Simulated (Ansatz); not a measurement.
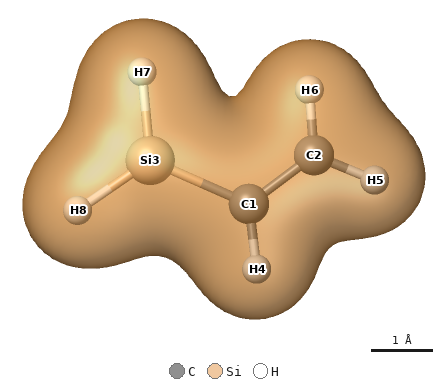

The picture shows: C₂H₅Si (charge +1). Isosurface of the electron density at 0.05 e/Å³ (orange), seen at a tilt.

Geometry: B3LYP-D3(BJ)/6-311G**.

Level of theory: isolated molecule in a Gaussian basis; Kohn-Sham density functional theory, functional PBE0 (Ansatz 0.2.0).

```xyz
8

C     0.0994    1.8076   -0.5821
C    -0.9598    1.0506   -0.2049
Si    1.7610    1.2566   -0.2094
H    -0.0606    2.7444   -1.1081
H    -1.9779    1.3623   -0.4188
H    -0.8500    0.1072    0.3228
H     1.9403   -0.0175    0.5045
H     2.9452    2.0379   -0.5949
```

> What does this surface tell about the bonding?

At this value the surface is in one piece. It bridges the sampled C–C (1.36 Å), C–Si (1.79 Å), C–H (1.09 Å) and Si–H (1.47 Å) contacts, where the density stays above the isovalue. On the grid the lowest density along these lines, outside the cores, is 2.3 e/Å³ (C–C, 1.36 Å), 0.95 e/Å³ (C–Si, 1.79 Å), 2 e/Å³ (C–H, 1.09 Å) and 0.88 e/Å³ (Si–H, 1.47 Å).
